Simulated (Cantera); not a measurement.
A closed system holds: 1 mol CaO, 0.79 mol F2, 12 mol N2, held at 0.00420 bar.

Equilibrium computed with Cantera from the NASA thermochemical tables; the gas is ideal and each condensed phase is pure. Candidate condensed phases: Ca, CaF2, CaO; 22 gas species. Mutual solubility and eutectic melting of coexisting phases are not modelled. Kinetics and transport are ignored.

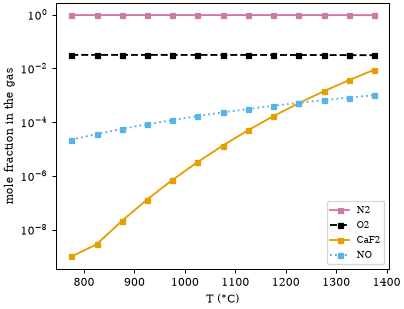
Fig. 1. Equilibrium gas composition (values under 1e-9 drawn at 1e-9)

From 775 °C to 1375 °C the condensed part is CaF2(s) + CaO(s).
